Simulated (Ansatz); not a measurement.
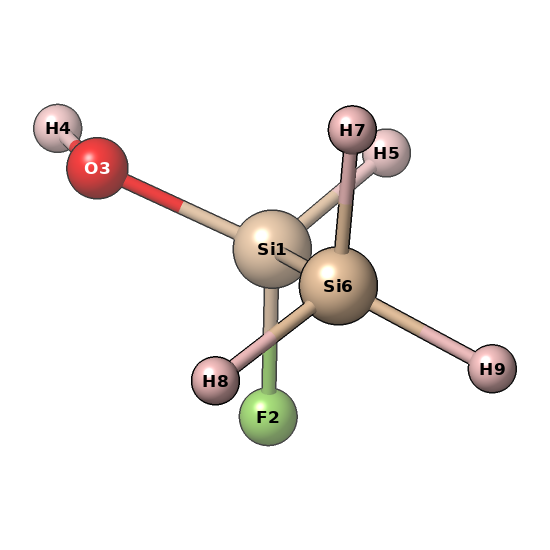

Si1 lies behind Si6. The molecule seen a little off the Si6–Si1 bond, Si6 in front. Distant atoms are faded towards the background colour. Computed geometry: PBE0-D4/def2-TZVP optimisation.

> What is the torsion angle H7–Si6–Si1–F2? The sign is positive where the front bond must turn clockwise to cover the back bond.

176°, antiperiplanar (anti). The bonds about Si6–Si1 are staggered.
